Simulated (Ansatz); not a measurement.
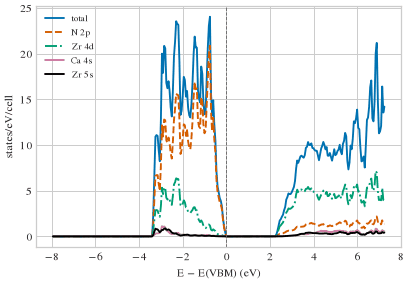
*Total and projected density of states of CaZrN2 in space group Pna2_1 (No. 33; Ca on 4a, Zr on 4a, N on 4a, N on 4a), the program Ansatz at the r²SCAN level (PAW)*

Question: Which orbitals carry the states next to the gap?

Answer: Top 1 eV of the valence band: N 2p 87 %, Zr 4d 5 %, outside the projected shells 5 %. Bottom 1 eV of the conduction band: Zr 4d 64 %, N 2p 13 %, outside the projected shells 19 %. Projections are on Löwdin-orthogonalised atomic valence shells; empty p or d shells of many metals are not among them.

Question: Where is the tallest occupied peak in this window, and what makes it?

Answer: Near -0.8 eV, about 24 states/eV per cell; the largest projected share is N 2p.

The start of the workflow was typed in or built on a structure type; neither database checked (COD, Materials Project) lists it. Whether it is the stable phase at ambient conditions was not checked. The r²SCAN relaxation kept the symmetry of its start; whether a distortion lowers the energy is not shown. The run is not spin-polarised. Spin–orbit coupling is left out wherever it is not named.

Potentials: the earlier of the program's two PAW sets. The files were generated under PBE; for other functionals the program regenerates the frozen cores, and for LDA and PBEsol the local potential too.
